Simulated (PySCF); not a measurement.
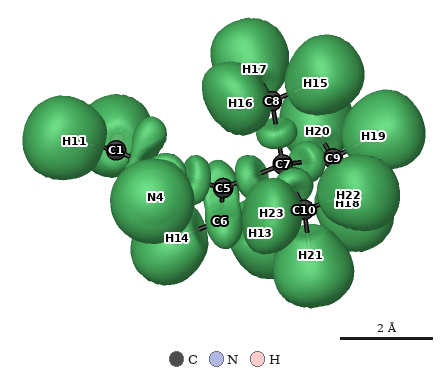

Figure 1: C₉H₁₃N. Isosurface of the ELF at 0.8 (green), seen from one side. Core shells and regions of very low density are left out.

Geometry: GFN2-xTB.

Level of theory: PBE0/pcSseg-1, SCF density, gas phase, non-relativistic (PySCF).

```yaml
atoms:
  - { symbol: C, position_ang: [2.0934, -1.5648, -1.1901] }
  - { symbol: C, position_ang: [1.5688, -0.7077, -0.3104] }
  - { symbol: C, position_ang: [2.1233, -0.6588, 0.9930] }
  - { symbol: N, position_ang: [2.6097, -0.6305, 2.0314] }
  - { symbol: C, position_ang: [0.4603, 0.2135, -0.6532] }
  - { symbol: C, position_ang: [0.5766, 0.9399, -1.7581] }
  - { symbol: C, position_ang: [-0.7300, 0.2688, 0.2900] }
  - { symbol: C, position_ang: [-1.0086, -1.1291, 0.8566] }
  - { symbol: C, position_ang: [-1.9888, 0.7553, -0.4359] }
  - { symbol: C, position_ang: [-0.4119, 1.2408, 1.4349] }
  - { symbol: H, position_ang: [2.9134, -2.2130, -0.9299] }
  - { symbol: H, position_ang: [1.7026, -1.6408, -2.1903] }
  - { symbol: H, position_ang: [-0.1824, 1.6249, -2.0886] }
  - { symbol: H, position_ang: [1.4611, 0.8857, -2.3714] }
  - { symbol: H, position_ang: [-1.8969, -1.1039, 1.4837] }
  - { symbol: H, position_ang: [-0.1801, -1.4851, 1.4645] }
  - { symbol: H, position_ang: [-1.1786, -1.8417, 0.0510] }
  - { symbol: H, position_ang: [-1.8976, 1.7978, -0.7287] }
  - { symbol: H, position_ang: [-2.8465, 0.6702, 0.2276] }
  - { symbol: H, position_ang: [-2.1798, 0.1547, -1.3224] }
  - { symbol: H, position_ang: [-0.1769, 2.2268, 1.0392] }
  - { symbol: H, position_ang: [-1.2710, 1.3292, 2.0962] }
  - { symbol: H, position_ang: [0.4353, 0.8951, 2.0210] }
```

### What do the ELF domains correspond to?

The ELF exceeds this value in eight regions between bonded C–C atoms (shared pairs), one region between bonded C–N atoms (shared pairs), 13 regions around hydrogen nuclei and one lobe on N, pointing away from the bonds (lone pairs). Profiles from the grid: C–N (1.15 Å): the ELF peaks at about 0.85 between the atoms; a multiple bond. C–C (1.33 Å): the ELF peaks at about 0.90 between the atoms: a short, multiple covalent bond.
